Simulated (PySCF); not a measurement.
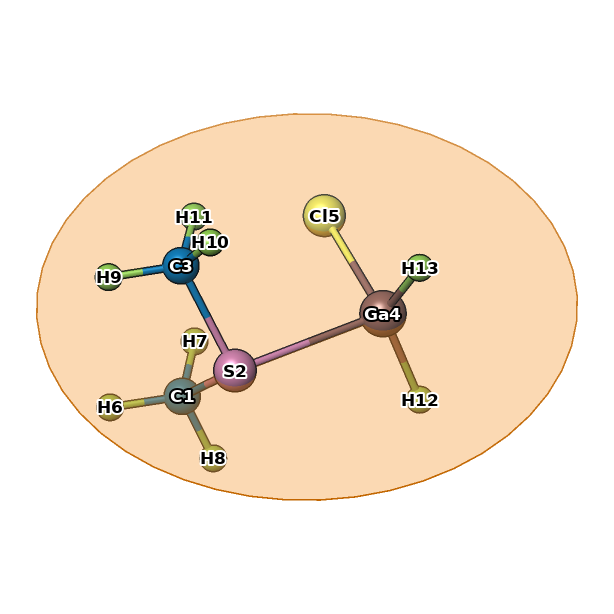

A disc through the centre of mass is drawn in. Atoms fade into the background with distance from the viewer. The geometry was computed by an optimisation with PBE0-D3(BJ)/def2-SVP. No frequency run is at hand to confirm it as a minimum.

**Is the plane of the disc a mirror plane of the structure?**

Yes. The reflection leaves S2, Ga4, Cl5 in place and moves C1 ↔ C3; H6 ↔ H9; H7 ↔ H11; H8 ↔ H10; H12 ↔ H13. The point group is Cs.
